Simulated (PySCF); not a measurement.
# Geometry relaxation, with input and output: C4H7FSi

C4H7FSi, computed with PBE0-D3(BJ)/def2-SVP geometry optimisation, gas phase (PySCF 2.14.0).

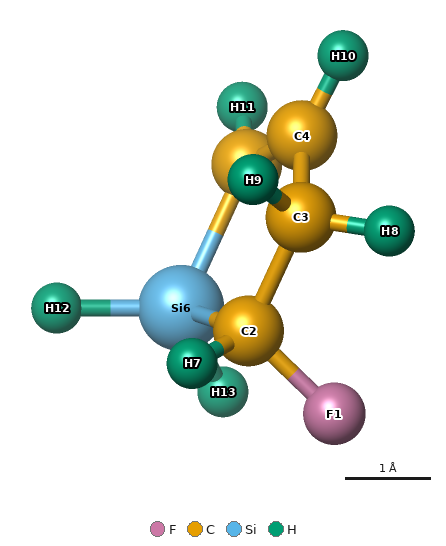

Figure 1. The structure as given in the input (ball-and-stick view, seen at a tilt; atoms are numbered from 1 in the order of the input). Bond lengths as drawn: C–C 1.37 to 1.53 Å, C–F 1.41 Å, C–H 1.07 to 1.13 Å, C–Si 1.87 to 1.93 Å and H–Si 1.47 Å.

Input:
```
{"job": {"xc": "PBE0", "basis": "def2-SVP", "d3": "d3bj", "grid": 1, "shake": 0.01, "kind": "geom"}, "charge": 0, "multiplicity": 1}
F      1.097310    -1.741830    -0.945300
C      0.621100    -1.016410     0.163690
C      1.180420     0.406610     0.112200
C      0.155700     1.398070    -0.204460
C     -1.143880     0.976950    -0.262230
Si    -1.298990    -0.848800     0.086790
H      1.028090    -1.573650     1.019400
H      2.007390     0.461290    -0.637690
H      1.652880     0.675390     1.100250
H      0.422820     2.418530    -0.361440
H     -1.955500     1.661610    -0.466090
H     -1.898140    -1.176840     1.389340
H     -1.863360    -1.657810    -1.004790
```

The first line tells a small driver script what to run in PySCF; the rest is the geometry in Å.

Machine: 1 CPU thread, shared host.

Launched with:
```bash
OMP_NUM_THREADS=1 python <driver script> task.json out
```

Output:
```
step   0  E = -545.25800381  max force = 0.052066
step   1  E = -545.26156520  max force = 0.010652
step   2  E = -545.26279681  max force = 0.004194
step   3  E = -545.26304295  max force = 0.003252
step   4  E = -545.26318799  max force = 0.001666
step   5  E = -545.26325559  max force = 0.000912
step   6  E = -545.26332765  max force = 0.000867
step   7  E = -545.26335832  max force = 0.001184
step   8  E = -545.26346338  max force = 0.001598
step   9  E = -545.26356030  max force = 0.002381
step  10  E = -545.26367891  max force = 0.001556
step  11  E = -545.26383787  max force = 0.001374
step  12  E = -545.26384956  max force = 0.000848
step  13  E = -545.26385482  max force = 0.000237
optimisation converged
```

Trajectory as extended XYZ (Å, eV, eV/Å), 14 frames, from step=0 to step=13:
```
13
Properties=species:S:1:pos:R:3:forces:R:3 step=0 energy=-14837.22602
F     1.0973   -1.7418   -0.9453   -0.3082   0.3235   0.0455
C     0.6211   -1.0164    0.1637    0.5667  -0.6979  -0.4834
C     1.1804    0.4066    0.1122    1.5675  -0.2822   0.6434
C     0.1557    1.3981   -0.2045   -2.6774  -1.0606  -0.0925
C    -1.1439    0.9769   -0.2622    0.9043   0.2782   0.1279
Si   -1.2990   -0.8488    0.0868    1.0239   0.5425  -0.1397
H     1.0281   -1.5736    1.0194   -0.1568   0.1569   0.2980
H     2.0074    0.4613   -0.6377   -0.2193  -0.2308   0.3542
H     1.6529    0.6754    1.1002   -0.1783  -0.1695  -0.5892
H     0.4228    2.4185   -0.3614    0.3278   1.0653  -0.1651
H    -1.9555    1.6616   -0.4661   -0.2515   0.4217  -0.1393
H    -1.8981   -1.1768    1.3893   -0.3473  -0.1098   0.3372
H    -1.8634   -1.6578   -1.0048   -0.2515  -0.2374  -0.1971
13
Properties=species:S:1:pos:R:3:forces:R:3 step=1 energy=-14837.32293
F     0.6872   -1.9612   -0.8297    0.0260  -0.1177  -0.0161
C     0.6302   -1.0434    0.2135   -0.1458  -0.0938   0.0513
C     1.2185    0.2816   -0.2786   -0.2030   0.1636   0.0425
C     0.1349    1.3082   -0.4919    0.1966   0.3381   0.5477
C    -1.1131    1.0781   -0.0515   -0.1752  -0.2142  -0.2264
Si   -1.2296   -0.6771    0.5704   -0.0616  -0.0240  -0.2792
H     1.1868   -1.4795    1.0594    0.0784   0.1156  -0.0129
H     1.7285    0.0572   -1.2207    0.2049  -0.0172  -0.2623
H     1.9936    0.7043    0.3871   -0.0825  -0.1094   0.0690
H     0.4332    2.2919   -0.8816   -0.0199  -0.1056  -0.1877
H    -1.9090    1.8221   -0.1687    0.1101  -0.0192   0.0467
H    -1.6847   -0.8322    1.9828    0.0621   0.0228   0.0943
H    -2.0712   -1.5662   -0.2978    0.0098   0.0608   0.1330
13
Properties=species:S:1:pos:R:3:forces:R:3 step=2 energy=-14837.35645
F     0.6892   -1.9807   -0.8328    0.0340   0.0414   0.0445
C     0.6221   -1.0480    0.1995   -0.0621  -0.0717  -0.0252
C     1.2127    0.2844   -0.2798    0.0139   0.0397  -0.1222
C     0.1417    1.3261   -0.4712    0.0335  -0.0401   0.2157
C    -1.1158    1.0648   -0.0762   -0.0913   0.0217  -0.0841
Si   -1.2349   -0.6813    0.5612    0.0290  -0.0176  -0.1411
H     1.1910   -1.4615    1.0478    0.0172   0.0284   0.0032
H     1.7461    0.0815   -1.2260    0.0044   0.0357   0.0322
H     1.9754    0.6768    0.4150    0.0142  -0.0462   0.0455
H     0.4372    2.3024   -0.8785   -0.0129  -0.0497  -0.0538
H    -1.9066    1.8113   -0.1861   -0.0014   0.0198   0.0086
H    -1.6581   -0.8147    1.9897    0.0583   0.0382   0.0239
H    -2.0947   -1.5772   -0.2699   -0.0368   0.0003   0.0527
13
Properties=species:S:1:pos:R:3:forces:R:3 step=3 energy=-14837.36314
F     0.7038   -1.9886   -0.8403    0.0142   0.0597   0.0300
C     0.6211   -1.0529    0.1862   -0.0159  -0.0715  -0.0324
C     1.2130    0.2836   -0.2775   -0.0442  -0.0171   0.0096
C     0.1374    1.3207   -0.4512    0.0272   0.1495  -0.1672
C    -1.1340    1.0628   -0.1004    0.1150  -0.1316   0.0925
Si   -1.2350   -0.6803    0.5471   -0.0302  -0.0383  -0.0111
H     1.1940   -1.4518    1.0387   -0.0458  -0.0449   0.0218
H     1.7620    0.1052   -1.2213   -0.0589   0.0321   0.0627
H     1.9657    0.6532    0.4412    0.0068   0.0240  -0.0070
H     0.4355    2.2896   -0.8706    0.0140   0.0545   0.0150
H    -1.9195    1.8151   -0.2068    0.0139  -0.0021  -0.0337
H    -1.6192   -0.7873    1.9900    0.0354   0.0201   0.0067
H    -2.1196   -1.5855   -0.2425   -0.0313  -0.0347   0.0132
13
Properties=species:S:1:pos:R:3:forces:R:3 step=4 energy=-14837.36709
F     0.7080   -1.9861   -0.8455    0.0119   0.0269  -0.0109
C     0.6169   -1.0551    0.1822    0.0250   0.0068  -0.0344
C     1.2093    0.2867   -0.2743    0.0444   0.0044   0.0607
C     0.1406    1.3294   -0.4566   -0.0305  -0.0857  -0.0673
C    -1.1280    1.0538   -0.1094   -0.0020   0.0702   0.0508
Si   -1.2363   -0.6858    0.5443   -0.0083  -0.0164  -0.0116
H     1.1848   -1.4555    1.0376   -0.0285  -0.0314   0.0100
H     1.7636    0.1146   -1.2129    0.0040  -0.0120  -0.0023
H     1.9579    0.6521    0.4516    0.0010   0.0189  -0.0176
H     0.4373    2.3006   -0.8732   -0.0001   0.0149   0.0345
H    -1.9148    1.8048   -0.2167   -0.0221  -0.0090  -0.0313
H    -1.6005   -0.7803    1.9932    0.0154   0.0226   0.0041
H    -2.1336   -1.5956   -0.2276   -0.0102  -0.0102   0.0154
13
Properties=species:S:1:pos:R:3:forces:R:3 step=5 energy=-14837.36893
F     0.7119   -1.9806   -0.8537    0.0007   0.0163  -0.0113
C     0.6171   -1.0562    0.1791    0.0207   0.0241  -0.0116
C     1.2105    0.2881   -0.2704    0.0196  -0.0079   0.0295
C     0.1393    1.3272   -0.4606   -0.0188  -0.0463  -0.0085
C    -1.1296    1.0517   -0.1138   -0.0105   0.0469   0.0184
Si   -1.2358   -0.6867    0.5444   -0.0049  -0.0110  -0.0235
H     1.1786   -1.4628    1.0360   -0.0073  -0.0191  -0.0023
H     1.7689    0.1170   -1.2068    0.0096  -0.0118  -0.0023
H     1.9552    0.6575    0.4571   -0.0044   0.0075  -0.0013
H     0.4361    2.3017   -0.8702   -0.0021  -0.0022   0.0113
H    -1.9182    1.8001   -0.2276   -0.0115  -0.0089  -0.0188
H    -1.5898   -0.7728    1.9963    0.0120   0.0175   0.0036
H    -2.1390   -1.6003   -0.2170   -0.0032  -0.0049   0.0169
13
Properties=species:S:1:pos:R:3:forces:R:3 step=6 energy=-14837.37089
F     0.7194   -1.9667   -0.8753   -0.0205  -0.0062  -0.0222
C     0.6172   -1.0583    0.1694    0.0103   0.0338   0.0446
C     1.2115    0.2915   -0.2598   -0.0031  -0.0114  -0.0113
C     0.1357    1.3236   -0.4645   -0.0022   0.0114   0.0256
C    -1.1356    1.0449   -0.1299   -0.0058   0.0024  -0.0139
Si   -1.2343   -0.6889    0.5426   -0.0010  -0.0009  -0.0138
H     1.1691   -1.4776    1.0268    0.0200  -0.0116  -0.0216
H     1.7837    0.1269   -1.1893    0.0143  -0.0028   0.0035
H     1.9440    0.6631    0.4787   -0.0125  -0.0007   0.0142
H     0.4330    2.3019   -0.8649   -0.0023  -0.0129  -0.0143
H    -1.9281    1.7868   -0.2591    0.0002  -0.0033   0.0003
H    -1.5575   -0.7492    2.0033   -0.0019   0.0049   0.0007
H    -2.1528   -1.6143   -0.1852    0.0046  -0.0028   0.0081
13
Properties=species:S:1:pos:R:3:forces:R:3 step=7 energy=-14837.37173
F     0.7182   -1.9567   -0.8896   -0.0257  -0.0071  -0.0239
C     0.6177   -1.0589    0.1645    0.0017   0.0272   0.0609
C     1.2118    0.2940   -0.2528   -0.0079  -0.0099  -0.0254
C     0.1336    1.3222   -0.4661    0.0005   0.0216   0.0206
C    -1.1392    1.0404   -0.1396    0.0009  -0.0137  -0.0190
Si   -1.2328   -0.6899    0.5432    0.0028   0.0036  -0.0022
H     1.1688   -1.4874    1.0179    0.0256  -0.0097  -0.0261
H     1.7936    0.1339   -1.1772    0.0160   0.0030   0.0073
H     1.9356    0.6657    0.4942   -0.0156  -0.0021   0.0180
H     0.4304    2.3008   -0.8658   -0.0016  -0.0101  -0.0188
H    -1.9340    1.7780   -0.2778    0.0041  -0.0001   0.0073
H    -1.5411   -0.7355    2.0079   -0.0072   0.0002  -0.0007
H    -2.1575   -1.6230   -0.1661    0.0063  -0.0027   0.0021
13
Properties=species:S:1:pos:R:3:forces:R:3 step=8 energy=-14837.37458
F     0.7031   -1.9147   -0.9432   -0.0346   0.0010  -0.0215
C     0.6199   -1.0599    0.1484   -0.0264  -0.0042   0.0822
C     1.2123    0.3035   -0.2269   -0.0106  -0.0033  -0.0654
C     0.1260    1.3171   -0.4735    0.0057   0.0326   0.0010
C    -1.1502    1.0228   -0.1722    0.0167  -0.0449  -0.0247
Si   -1.2254   -0.6930    0.5501    0.0155   0.0130   0.0319
H     1.1768   -1.5252    0.9784    0.0353  -0.0029  -0.0312
H     1.8314    0.1609   -1.1300    0.0204   0.0180   0.0199
H     1.9008    0.6751    0.5527   -0.0239  -0.0042   0.0276
H     0.4197    2.2946   -0.8773   -0.0009  -0.0015  -0.0260
H    -1.9537    1.7446   -0.3404    0.0120   0.0100   0.0250
H    -1.4893   -0.6890    2.0248   -0.0179  -0.0113  -0.0033
H    -2.1661   -1.6530   -0.0980    0.0086  -0.0023  -0.0153
13
Properties=species:S:1:pos:R:3:forces:R:3 step=9 energy=-14837.37722
F     0.6628   -1.8314   -1.0361   -0.0324   0.0019   0.0092
C     0.6240   -1.0602    0.1208   -0.0710  -0.0438   0.0775
C     1.2106    0.3190   -0.1834    0.0120   0.0073  -0.1224
C     0.1134    1.3068   -0.4888   -0.0009   0.0282  -0.0141
C    -1.1654    0.9906   -0.2210    0.0434  -0.0618  -0.0213
Si   -1.2095   -0.6982    0.5679    0.0282   0.0165   0.0672
H     1.2002   -1.5901    0.8966    0.0390   0.0114  -0.0279
H     1.8958    0.2091   -1.0426    0.0203   0.0387   0.0320
H     1.8314    0.6879    0.6525   -0.0352  -0.0080   0.0363
H     0.4003    2.2801   -0.9062   -0.0029   0.0076  -0.0325
H    -1.9821    1.6850   -0.4339    0.0184   0.0248   0.0425
H    -1.4083   -0.6170    2.0515   -0.0247  -0.0243  -0.0052
H    -2.1679   -1.6979    0.0154    0.0058   0.0014  -0.0413
13
Properties=species:S:1:pos:R:3:forces:R:3 step=10 energy=-14837.38045
F     0.6568   -1.8418   -1.0227   -0.0221   0.0024  -0.0006
C     0.6237   -1.0594    0.1272   -0.0394  -0.0279   0.0348
C     1.2118    0.3169   -0.1922   -0.0023   0.0014  -0.0800
C     0.1154    1.3076   -0.4892    0.0197   0.0272  -0.0269
C    -1.1614    0.9968   -0.2080    0.0214  -0.0550  -0.0056
Si   -1.2105   -0.6967    0.5699    0.0118   0.0121   0.0628
H     1.2059   -1.5816    0.9035    0.0230   0.0053  -0.0158
H     1.8913    0.2031   -1.0553    0.0146   0.0254   0.0288
H     1.8383    0.6870    0.6390   -0.0270  -0.0024   0.0263
H     0.4013    2.2787   -0.9127   -0.0011   0.0095  -0.0211
H    -1.9757    1.6975   -0.4087    0.0125   0.0168   0.0293
H    -1.4300   -0.6355    2.0511   -0.0167  -0.0159  -0.0026
H    -2.1616   -1.6888   -0.0092    0.0055   0.0011  -0.0293
13
Properties=species:S:1:pos:R:3:forces:R:3 step=11 energy=-14837.38478
F     0.6083   -1.8091   -1.0521    0.0143   0.0019   0.0160
C     0.6249   -1.0576    0.1212    0.0147  -0.0049  -0.0707
C     1.2130    0.3208   -0.1881   -0.0130  -0.0092  -0.0043
C     0.1135    1.3021   -0.5044    0.0200  -0.0011  -0.0222
C    -1.1579    0.9912   -0.2007   -0.0060  -0.0009   0.0201
Si   -1.2011   -0.6965    0.5910   -0.0137  -0.0012   0.0388
H     1.2363   -1.6029    0.8575   -0.0139  -0.0040   0.0151
H     1.9249    0.2209   -1.0255    0.0052   0.0025   0.0095
H     1.8027    0.6913    0.6703   -0.0068   0.0042   0.0026
H     0.3911    2.2641   -0.9536   -0.0023   0.0067   0.0018
H    -1.9746    1.6914   -0.3935   -0.0015   0.0025   0.0011
H    -1.4322   -0.6418    2.0703    0.0048  -0.0009  -0.0001
H    -2.1438   -1.6903    0.0003   -0.0018   0.0046  -0.0077
13
Properties=species:S:1:pos:R:3:forces:R:3 step=12 energy=-14837.38509
F     0.6114   -1.8146   -1.0513    0.0067   0.0106   0.0132
C     0.6242   -1.0585    0.1186    0.0101  -0.0120  -0.0436
C     1.2127    0.3195   -0.1920   -0.0060  -0.0071  -0.0030
C     0.1142    1.3028   -0.5053   -0.0034  -0.0095  -0.0002
C    -1.1563    0.9937   -0.1950   -0.0016   0.0151   0.0095
Si   -1.2019   -0.6964    0.5914   -0.0013   0.0028   0.0134
H     1.2330   -1.6013    0.8592   -0.0074  -0.0005   0.0085
H     1.9243    0.2194   -1.0293    0.0068   0.0004   0.0028
H     1.8030    0.6900    0.6660   -0.0039   0.0005   0.0021
H     0.3914    2.2658   -0.9531   -0.0022  -0.0017   0.0004
H    -1.9721    1.6965   -0.3823   -0.0015  -0.0005  -0.0008
H    -1.4322   -0.6482    2.0709    0.0057  -0.0015   0.0000
H    -2.1465   -1.6850   -0.0052   -0.0020   0.0034  -0.0023
13
Properties=species:S:1:pos:R:3:forces:R:3 step=13 energy=-14837.38524
F     0.6098   -1.8115   -1.0621   -0.0016   0.0060   0.0025
C     0.6234   -1.0606    0.1099   -0.0041  -0.0106  -0.0024
C     1.2116    0.3186   -0.1935    0.0082   0.0004  -0.0027
C     0.1135    1.3023   -0.5068   -0.0100  -0.0038   0.0113
C    -1.1560    0.9953   -0.1897   -0.0019   0.0120   0.0060
Si   -1.2001   -0.6965    0.5938    0.0044   0.0037  -0.0122
H     1.2306   -1.6071    0.8494    0.0016   0.0030  -0.0012
H     1.9301    0.2233   -1.0254    0.0008   0.0012  -0.0022
H     1.7947    0.6871    0.6704    0.0011  -0.0027   0.0011
H     0.3897    2.2654   -0.9549    0.0007  -0.0055  -0.0018
H    -1.9716    1.6996   -0.3726   -0.0009  -0.0028  -0.0022
H    -1.4194   -0.6520    2.0750    0.0039  -0.0027   0.0011
H    -2.1511   -1.6802   -0.0010   -0.0023   0.0018   0.0026
```

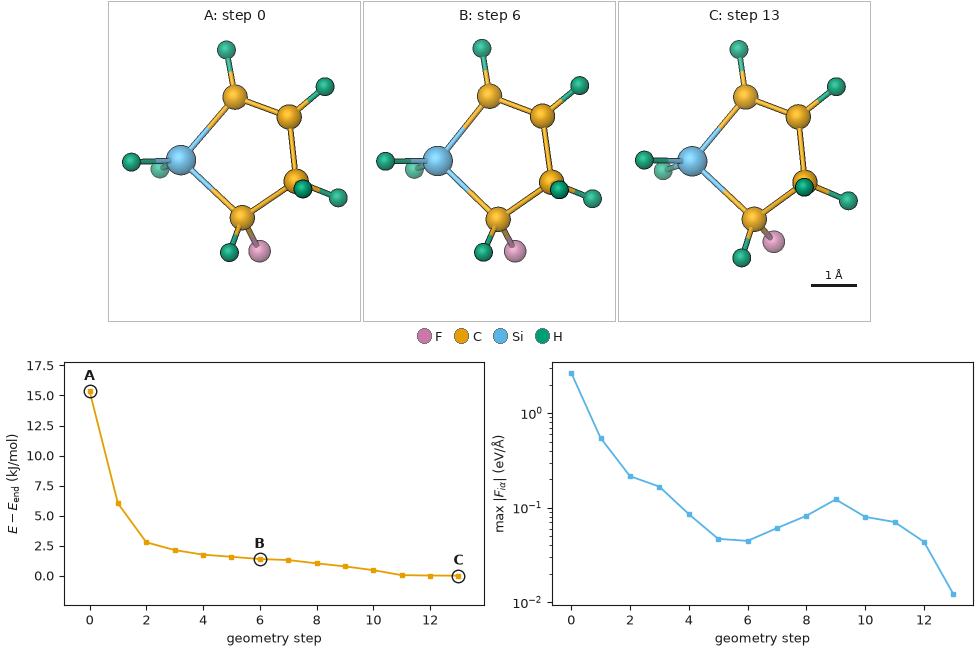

Figure 2. Frames of the relaxation (ball-and-stick view, seen at a tilt) above the curves, on which the letters mark them (steps are counted from 0).

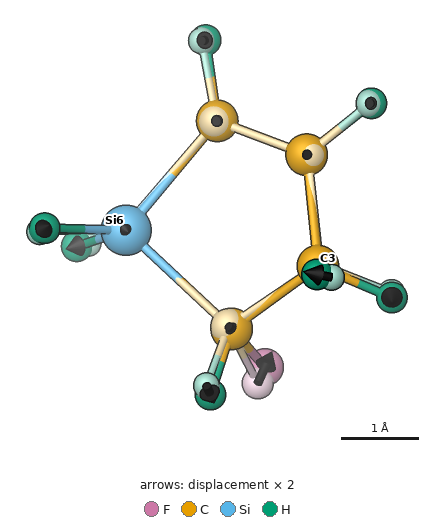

Figure 3. Start (faint) and end (solid) with the displacements as black arrows, magnified 2 times (ball-and-stick view, seen at a tilt). The two geometries are laid on each other by the best rigid fit. F1 moves most after the best rigid fit: 0.27 Å. Largest moves by element: F 0.27 Å, H 0.23 Å, C 0.08 Å, Si 0.07 Å. Among the contacts that change: C3–C4 1.461 → 1.507 Å, C4–H10 1.066 → 1.098 Å, Si6–H12 1.471 → 1.498 Å, C4–C5 1.367 → 1.344 Å. Among the angles that change: F1–C2–H7 103.1° → 107.6°, H12–Si6–H13 112.2° → 108.7°, Si6–C5–H11 126.3° → 129.6°. After 13 geometry steps the energy has fallen by 15.4 kJ/mol. Largest force component: 2.7 eV/Å at the start, 0.012 eV/Å at the end. (Atoms are counted from 1 in the order of the input.)

Results in brief:

```csv
quantity,value
outcome,converged
total energy,−545.263855 hartree
dipole moment,1.83 D
point group,C1
wall time,2 min
peak memory,0.49 GiB
```
